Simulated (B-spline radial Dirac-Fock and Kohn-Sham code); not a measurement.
# An X-ray data sheet for Rh³⁰⁺, step by step

Wanted for Rh³⁰⁺: its X-ray form factor and Compton profile and the binding energy of each subshell.

The numbers are computed with B-spline radial Dirac-Fock and Kohn-Sham code (version 2): a free atom or ion on a radial basis; each step names its model.

## Step 1: The system

The Rh³⁰⁺ ion in the configuration [Ne] 3s2 3p3.

```yaml
nuclear_charge: 45
electrons: 15
mass_number: 103
nuclear_rms_radius: 4.4945 fm
```

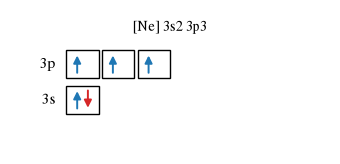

The shells outside the core; arrows follow Hund's rule for the drawing alone (heavy ions are jj-coupled), while the calculation averages over the configuration.

## Step 2: Form factor and Compton profile

Model: Dirac-Fock average of configuration, finite nucleus; form factor of the spherical density, Waller-Hartree incoherent function, impulse-approximation Compton profiles.

Recorded inputs:

```ini
task = scatter
Z = 45
charge = 30
configuration = 1s2 2s2 2p6 3s2 3p3
mass_number = 103
rms_radius = 4.4945  # fm
s = [0.0, 0.05, 0.1, 0.15, 0.2, 0.25, 0.3, 0.35, 0.4, 0.45, 0.5, 0.6, 0.7, 0.8, 0.9, 1.0, 1.1, 1.2, 1.4, 1.6, 1.8, 2.0, 2.5, 3.0, 3.5, 4.0, 5.0, 6.0]  # 1/A
pz = [0, 0.1, 0.2, 0.3, 0.4, 0.5, 0.6, 0.8, 1.0, 1.2, 1.4, 1.6, 1.8, 2.0, 2.5, 3.0, 4.0, 5.0, 7.0, 10.0, 15.0, 20.0, 30.0, 40.0, 60.0, 100.0]  # a.u.
photon_energy = [1000, 2000, 5000, 8047.8, 30000, 100000, 200000, 1000000]  # eV
```

From the run's result record (rounded, not every field):

```text
{
  "status": "converged",
  "form_factor [e]": [15.0, 14.985, 14.94, 14.865, 14.762, 14.631, 14.474, 14.293, 14.089, 13.864, 13.621, 13.089, 12.511, 11.908, 11.296, 10.691, 10.105, 9.5493, 8.5503, 7.7148, 7.0309, 6.4686, 5.3794, 4.477, 3.6638, 2.9676, 2.007, 1.5115],
  "incoherent": [3.0629e-12, 0.018865, 0.075124, 0.16778, 0.29521, 0.45522, 0.64512, 0.86183, 1.1019, 1.3619, 1.6379, 2.2237, 2.8316, 3.4378, 4.0238, 4.5772, 5.0911, 5.5632, 6.3893, 7.0864, 7.6923, 8.2369, 9.4291, 10.436, 11.266, 11.923, 12.82, 13.364],
  "compton_total [1/a.u.]": [0.87156, 0.87131, 0.87055, 0.8693, 0.86756, 0.86532, 0.8626, 0.85574, 0.84704, 0.8366, 0.82453, 0.81095, 0.796, 0.77983, 0.7351, 0.68622, 0.58555, 0.4931, 0.35645, 0.24164, 0.13295, 0.073043, 0.025857, 0.011037, 0.0026871, 0.00031374],
  "shells": ["1s1/2", "2s1/2", "2p1/2", "2p3/2", "3s1/2", "3p1/2", "3p3/2"],
  "occupation": [2.0, 2.0, 2.0, 4.0, 2.0, 1.0, 2.0],
  "mean_momentum [a.u.]": [40.477, 14.471, 19.28, 18.548, 7.9977, 9.5022, 9.3094],
  "r2 [bohr^2]": 0.81921,
  "r_inverse [1/bohr]": 200.03,
  "r1 [bohr]": 2.7737,
  "coherent [b]": [149.29, 148.13, 140.48, 128.02, 51.173, 9.3143, 2.8386, 0.13021],
  "incoherent_cross_section [b]": [0.016219, 0.064005, 0.37252, 0.86133, 3.8331, 5.7864, 5.4957, 3.1327],
  "radial_jk": {
    "3p": {"j0": [1.0, 0.9976, 0.99044, 0.97862, 0.96227, 0.94162, 0.91693, 0.88849, 0.85668, 0.82186, 0.78445, 0.70357, 0.61756, 0.52986, 0.44365, 0.36168, 0.28614, 0.21863, 0.11115, 0.040896, 0.0032474, -0.0097101, 0.012514, 0.045212, 0.057918, 0.053606, 0.029227, 0.010871], "j2": [0.0, 0.00095827, 0.0038152, 0.0085177, 0.014979, 0.023079, 0.032671, 0.043582, 0.055617, 0.068565, 0.082202, 0.11062, 0.13904, 0.16573, 0.1892, 0.20828, 0.22218, 0.2305, 0.23055, 0.21161, 0.17973, 0.14171, 0.054365, 0.0065749, -0.0054338, 0.00025852, 0.018263, 0.02444], "r2": 0.13022, "r4": 0.025677, "r6": 0.0069392}
  }
}
```

Form factor and incoherent function, every second point:

```
s (1/Å)  f (e)  f / N     S(s)
      0  15.00  1.000        0
  0.100  14.94  0.996  0.07512
  0.200  14.76  0.984   0.2952
  0.300  14.47  0.965   0.6451
  0.400  14.09  0.939    1.102
  0.500  13.62  0.908    1.638
  0.700  12.51  0.834    2.832
  0.900  11.30  0.753    4.024
   1.10  10.11  0.674    5.091
   1.40  8.550  0.570    6.389
   1.80  7.031  0.469    7.692
   2.50  5.379  0.359    9.429
   3.50  3.664  0.244    11.27
   5.00  2.007  0.134    12.82
```

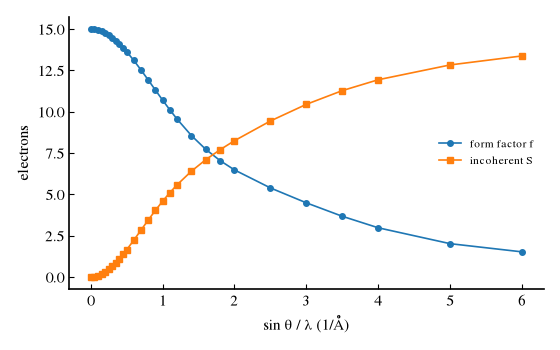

Form factor and incoherent scattering function.

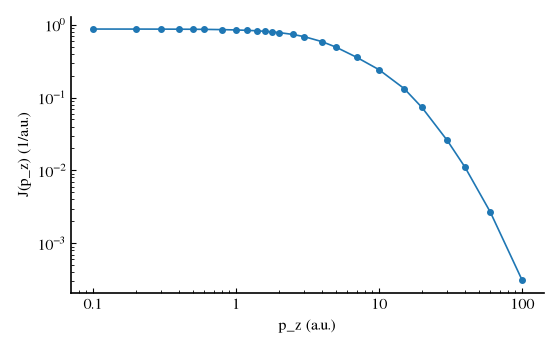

Compton profile, summed over all shells.

## Step 3: Core and valence levels

Model: Dirac-Fock average of configuration, Delta-SCF, finite nucleus, first-order Breit with its frequency dependence, self-energy and vacuum polarisation.

Settings, as recorded:

```ini
task = binding
```

From the run's result record (rounded, not every field):

```text
{
  "status": "converged",
  "shells": ["K", "L1", "L2", "L3", "M1", "M2,3"],
  "total_energy_parts [Ha]": [-4115.11735, 3.07941898, -0.285370654, -0.0230557234, 2.31263305, -0.273629817],
  "koopmans [eV]": [24921.2, 4964.72, 4709.15, 4560.13, 1867.03, 1758.98],
  "dirac_coulomb [eV]": [24894.6, 4959.39, "-", 4553.41, 1866.46, 1758.36],
  "gaunt [eV]": [-49.5389, -4.626, "-", -5.67175, -1.06008, -1.45119],
  "retardation [eV]": [3.47518, 0.290316, "-", 0.832579, 0.108774, 0.252603],
  "breit_frequency [eV]": [0.28615, -0.0282541, "-", 0.132303, -0.00747079, 0.0189475],
  "self_energy [eV]": [-25.9203, -3.15029, "-", -0.0340194, -0.777949, 0.00566167],
  "vacuum_polarisation [eV]": [3.1561, 0.35482, "-", -0.0226917, 0.0844763, -0.0051352],
  "binding [eV]": [24826.0, 4952.23, "-", 4548.64, 1864.81, 1757.18],
  "mean_radius [bohr]": [0.0326086, 0.139219, 0.118566, 0.123164, 0.34587, 0.338524]
}
```

total_energy_parts: Dirac-Coulomb, Gaunt, retardation, frequency dependence, self-energy, vacuum polarisation. Blank entries are hole states that did not converge, or in which two open shells of one symmetry are about equally filled, where the average of configuration falls too low.

The binding energies by parts, in eV; the parts add up.

```
level       -ε  relaxation   Breit     QED  binding
   1s  24921.2      -26.68  -45.78  -22.76  24826.0
   2s   4964.7       -5.33   -4.36   -2.80   4952.2
2p3/2   4560.1       -6.72   -4.71   -0.06   4548.6
   3s   1867.0       -0.57   -0.96   -0.69   1864.8
   3p   1759.0       -0.62   -1.18    0.00   1757.2
```

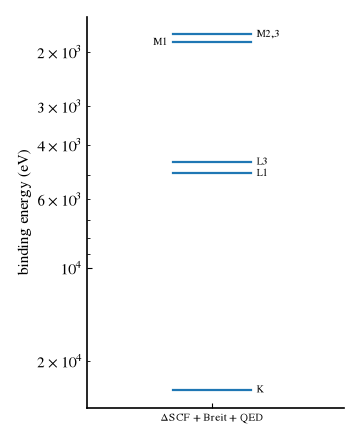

The levels on a logarithmic scale.

## Step 4: Results

```
                                quantity          value
        rms radius of the electron cloud     0.234 bohr
                   form factor halves at        1.7 1/Å
                 Compton profile at zero  0.8716 1/a.u.
            deepest level listed, K (1s)     24826.0 eV
                  least bound, M2,3 (3p)      1757.2 eV
                                     Kα1     20277.4 eV
ionisation energy, NIST (semi-empirical)     1763.00 eV
```

**Reading.** The form factor starts at the 15 electrons and halves by s = 1.7 1/Å. Incoherent scattering outweighs coherent from 200 keV on, among the energies asked. For K (1s), relaxation takes off 26.7 eV, Breit terms shift it by -45.78 and QED by -22.76 eV. NIST's ionisation energy differs by +5.82 eV from the least binding energy, within its stated uncertainty. The Hartree-Fock and Dirac-Fock values hold no electron correlation.
